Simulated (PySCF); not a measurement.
Potential energy curve for SMILES CS. The C1–S5 bond (C1 also carries H, H, H; S5 carries H) is pulled apart rigidly from the PBE0/def2-TZVP optimised geometry.

```
6

C      0.0000     0.0000     0.0000
H      0.8415    -0.5643    -0.3998
H      0.0000     1.0132    -0.3998
H     -0.9238    -0.4928    -0.3034
S      0.0000     0.0000     1.8064
H      1.1746     0.6268     1.9740
```

- RKS-B3LYP/6-31G* = restricted B3LYP/6-31G*, spherical d run with PySCF
- RKS-PBE0 = restricted PBE0/cc-pVDZ (PySCF)
- RKS-TPSSh = restricted TPSSh/cc-pVDZ run with PySCF
- UMP2/6-31G* = PySCF 2.14.0 with unrestricted MP2 (frozen core)/6-31G*, spherical d
- UKS-B3LYP/6-31G* = unrestricted B3LYP/6-31G*, spherical d (PySCF)

Energies are in kcal/mol, each relative to the lowest point of its own curve near equilibrium.

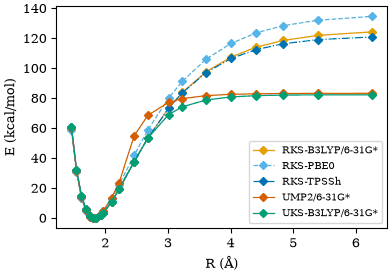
Figure. Energy against bond length for each method.

| R / Å | RKS-B3LYP/6-31G* | RKS-PBE0 | RKS-TPSSh | UMP2/6-31G* | UKS-B3LYP/6-31G* |
|---|---|---|---|---|---|
| 1.46 | 60.5 | 58.8 | 60.5 | 60.2 | 60.5 |
| 1.54 | 32.2 | 30.5 | 31.9 | 31.3 | 32.2 |
| 1.62 | 14.8 | 13.4 | 14.4 | 13.8 | 14.8 |
| 1.69 | 6.0 | 4.9 | 5.7 | 5.1 | 6.0 |
| 1.76 | 1.4 | 0.9 | 1.2 | 0.9 | 1.4 |
| 1.81 | 0.1 | 0.0 | 0.0 | 0.0 | 0.1 |
| 1.85 | 0.0 | 0.2 | 0.0 | 0.3 | 0.0 |
| 1.93 | 1.7 | 2.6 | 1.8 | 2.8 | 1.7 |
| 1.97 | 3.3 | 4.4 | 3.5 | 4.8 | 3.3 |
| 2.10 | 10.6 | 12.8 | 10.9 | 13.6 | 10.6 |
| 2.22 | 19.2 | 22.1 | 19.4 | 23.4 | 19.2 |
| 2.46 | 37.5 | 41.9 | 37.7 | 54.7 | 37.5 |
| 2.68 | 53.3 | 58.8 | 53.4 | 68.5 | 53.3 |
| 3.01 | 73.3 | 80.0 | 73.1 | 77.2 | 69.0 |
| 3.23 | 83.8 | 91.2 | 83.5 | 79.7 | 74.2 |
| 3.61 | 97.6 | 106.0 | 97.1 | 81.7 | 78.8 |
| 4.01 | 107.5 | 116.6 | 106.5 | 82.5 | 80.8 |
| 4.41 | 114.0 | 123.6 | 112.4 | 82.9 | 81.7 |
| 4.84 | 118.5 | 128.4 | 116.3 | 83.1 | 82.0 |
| 5.40 | 121.9 | 132.0 | 119.1 | 83.2 | 82.2 |
| 6.26 | 124.2 | 134.6 | 120.8 | 83.2 | 82.2 |

At the longest distance, 6.26 Å, RKS-PBE0 lies highest above its minimum (134.6 kcal/mol) and UKS-B3LYP/6-31G* lowest (82.2 kcal/mol).

The restricted form behind RKS-B3LYP/6-31G*, RKS-PBE0, RKS-TPSSh keeps the bonding electrons paired and can't separate into open-shell fragments. At the longest distance RKS-PBE0, RKS-TPSSh leaves fractional charges on the fragments, a sign of delocalisation error or of the restricted form. The unrestricted determinant behind UMP2/6-31G* is spin-contaminated at 2.46 to 6.26 Å (<S²> up to 1.0, against 0.00 for a pure singlet). The unrestricted determinant behind UKS-B3LYP/6-31G* is spin-contaminated at 3.01 to 6.26 Å (<S²> up to 1.0, against 0.00 for a pure singlet).
